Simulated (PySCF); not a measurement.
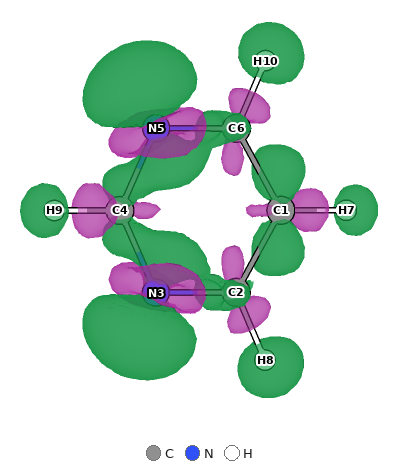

C$_{4}$H$_{4}$N$_{2}$, SMILES `c1cncnc1`. Fukui function f⁻ = ρ(N) − ρ(N−1) at fixed geometry, surfaces at ±0.03 e/Å³ (green positive, purple negative).

Method: B3LYP/def2-SVPD; geometry: GFN2-xTB; program: PySCF. No frequency check shows the geometry to be a minimum.

**On which atoms does the density change most on removal of an electron?**

f⁻ (Hirshfeld-condensed) is largest on N3 and N5 (0.21 each); the vertical ionisation energy is 9.58 eV (the stability of the cation's solution wasn't checked). Condensed values hint at sites of electrophilic attack but needn't mark the atom that reacts. Orbital relaxation makes it negative in places (0.22 e in all).

```csv
atom,f⁻,charge
C1,+0.07,−0.05
C2,+0.08,+0.04
N3,+0.21,−0.16
C4,+0.09,+0.09
N5,+0.21,−0.16
C6,+0.08,+0.04
H7,+0.05,+0.06
H8,+0.07,+0.05
H9,+0.06,+0.04
H10,+0.07,+0.05
```

Cost of the run: 78 s on 1 thread of AMD EPYC 7R43 64-Core Processor (Zen 3) (shared host), peak memory 0.68 GiB.
